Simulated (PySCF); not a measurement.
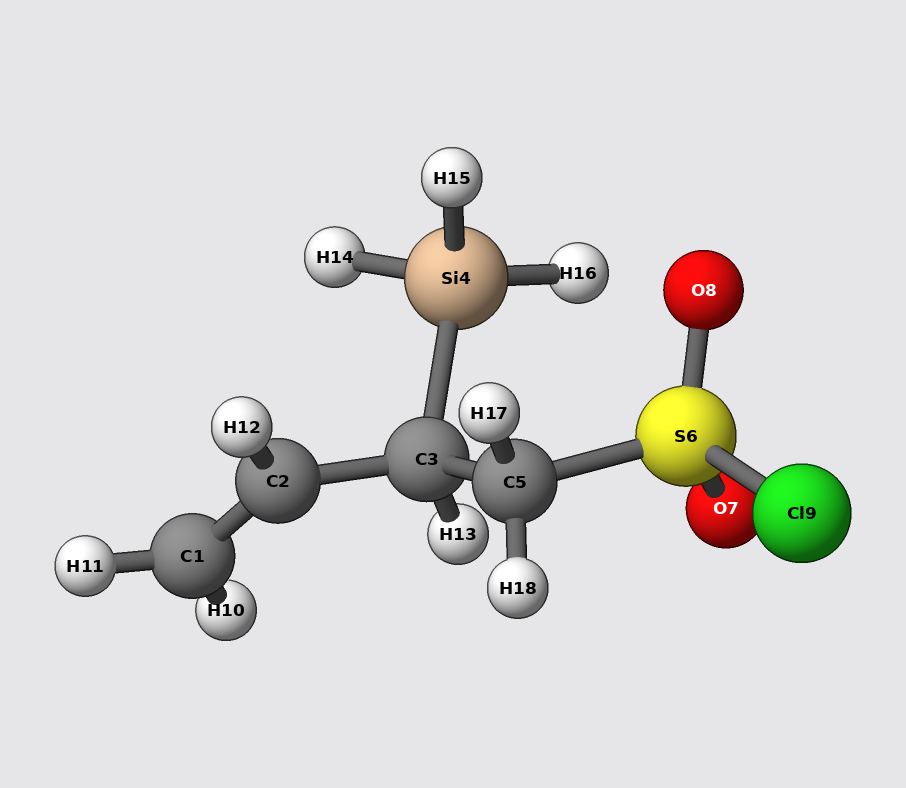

The computed structure is the end point of a GFN2-xTB optimisation. No frequency run is at hand to confirm it as a minimum. Level of theory: GIAO PBE0/pcSseg-1 NMR shielding, non-relativistic, gas phase (PySCF 2.14.0). Principal shieldings σ11 ≤ σ22 ≤ σ33, span Ω = σ33 − σ11, skew κ = 3(σiso − σ22)/Ω.

Give the shielding tensors of the Si atoms.

```tsv
atom	σ11	σ22	σ33	σiso	Ω	κ
Si4	352.9	393.6	456.1	400.9	103.2	0.21
```

Shieldings and span in ppm.

The geometry is semi-empirical. Around Si such bond lengths and angles can be off by a tenth of an ångström or more and by several degrees, and values that hang on the shape move with them.
